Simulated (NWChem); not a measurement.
# HNO (nitroxyl): CCSD(T)/def2-TZVPPD

What is the energy change on altering one bond length of HNO (nitroxyl) at CCSD(T)/def2-TZVPPD? 

The calculation is run with NWChem 7.3.0.

3 further runs of the same task are left out: 3 set aside as unsound or not needed. Runs told in other sessions of the task aren't counted.

**1. The system as given**

HNO has 3 atoms, charge 0, and is taken as a singlet. SMILES: `N=O`. The coordinates come from a PBE0-D4/def2-TZVP relaxation.

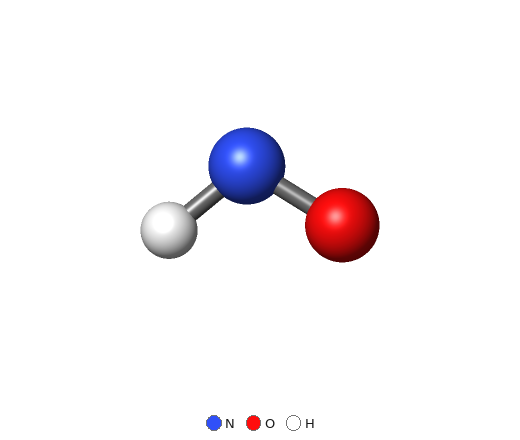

The structure, seen from a chosen angle (nitrogen blue, oxygen red, hydrogen white).

**2. A single-point energy at CCSD(T)/def2-TZVPPD**

The input, hno.nw:

```
START hno
TITLE "HNO energy"
memory 2200 mb
charge 0

GEOMETRY units angstrom noautosym nocenter noautoz
N     -0.283700     0.312790    -0.117160
O      0.755300     0.397200     0.456500
H     -0.471600    -0.709980    -0.339350
END

BASIS spherical bse
N library def2-TZVPPD
O library def2-TZVPPD
H library def2-TZVPPD
END

SCF
thresh 1e-08
maxiter 80
noprint "final vectors analysis"
END

CCSD
freeze core 2
maxiter 60
END

TASK ccsd(t)
```

On the command line:

```
$ nwchem hno.nw > hno.out
```

Output (excerpt; [...] marks lines left out):

```text
[...]
  functions       =    94
[...]
  wavefunction    = RHF
[...]
         Total SCF energy =   -129.845596414868
      One-electron energy =   -238.390952086005
      Two-electron energy =     77.848161737442
 Nuclear repulsion energy =     30.697193933695
        Time for solution =      6.7s
[...]
 Total MP2 energy:           -130.279506860435077
[...]
             energy      energy      error      ampl     ampl      Block
                                                time     time      time
[...]
 Total CCSD energy:           -130.286213811820602
[...]
 Total CCSD+T(CCSD) energy:           -130.306811578262653
[...]
 Total CCSD(T) energy:                -130.305794882050463
[...]
```

It took 66 s on 1 thread of AMD EPYC 9B45 (Zen 5), shared host; peak memory 0.2 GiB.

**3. The distorted shape, same level**

The input, hno.nw:

```
START hno
memory stack 880 mb heap 220 mb global 1100 mb

GEOMETRY noautosym nocenter noautoz
  N     -0.227324     0.619652    -0.050496
  O      0.811676     0.704062     0.523164
  H     -0.471600    -0.709980    -0.339350
END

BASIS spherical bse
  * library def2-TZVPPD
END

SCF
  thresh 1e-08
  maxiter 80
  print low
END

CCSD
  freeze core 2
  maxiter 60
END

TASK ccsd(t)
```

On the command line:

```
$ nwchem hno.nw > hno.out
```

Output (excerpt; [...] marks lines left out):

```text
[...]
  functions       =    94
[...]
  wavefunction    = RHF
[...]
         Total SCF energy =   -129.801396303987
      One-electron energy =   -236.112029544843
      Two-electron energy =     76.704919328939
 Nuclear repulsion energy =     29.605713911917
        Time for solution =      8.0s
[...]
 Total MP2 energy:           -130.251006432221658
[...]
             energy      energy      error      ampl     ampl      Block
                                                time     time      time
[...]
 Total CCSD energy:           -130.257176398961377
[...]
 Total CCSD+T(CCSD) energy:           -130.281751774715531
[...]
 Total CCSD(T) energy:                -130.280200455050476
[...]
```

It took 63 s on 1 thread of AMD EPYC 9B45 (Zen 5), shared host; peak memory 0.2 GiB.

**4. Outcome**

Level: CCSD(T)/def2-TZVPPD, 2 core orbitals frozen.

```
                                                         quantity          value
                                        first shape: total energy  -130.30579 Eh
         first shape: correlation energy (2 core orbitals frozen)     -460.2 mEh
                                      first shape: (T) correction     -19.58 mEh
                                    distorted shape: total energy  -130.28020 Eh
     distorted shape: correlation energy (2 core orbitals frozen)     -478.8 mEh
                                  distorted shape: (T) correction     -23.02 mEh
energy change with the N1–H3 bond stretched from 1.063 to 1.382 Å       0.696 eV
```

In words: With the N1–H3 bond stretched from 1.063 to 1.382 Å the energy rises by 0.70 eV (16.1 kcal/mol). The first shape isn't relaxed at this level, so the change isn't measured from a minimum. The triples (first shape) make up 4.3 % of the correlation energy. The triples (distorted shape) make up 4.8 % of the correlation energy.
